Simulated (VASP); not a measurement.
Band structure of GaAs (zinc blende). Level of theory: vdW-DF2, VASP's PBE PAW potentials (set 64) (plane waves; VASP).

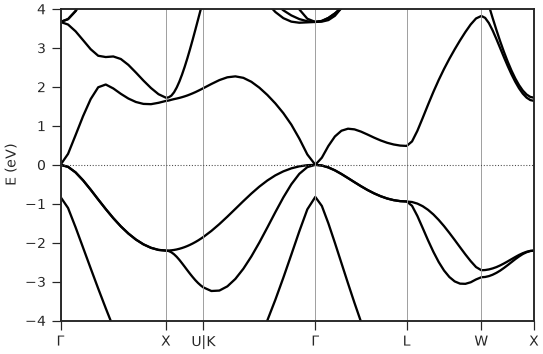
Fig. 1. Bands along high-symmetry lines, zero at the valence-band maximum or, without a gap, the Fermi level

Question: Read the plot: is there a gap, and where are the band edges?

Answer: It has no gap at this level: it comes out as a metal or semimetal. (Edges off the drawn lines would not show.)

Measured: gap 1.57 eV (computed value off by -1.57 eV), as given by Wei Chen et al., Physical Review Materials (2018), doi:10.1103/physrevmaterials.2.073803 [zero-point renormalisation of 0.05 eV added back (the table's ZPR column)].

The compound is GaAs in the zinc blende structure. It was relaxed first, which changed the volume by +15 %.
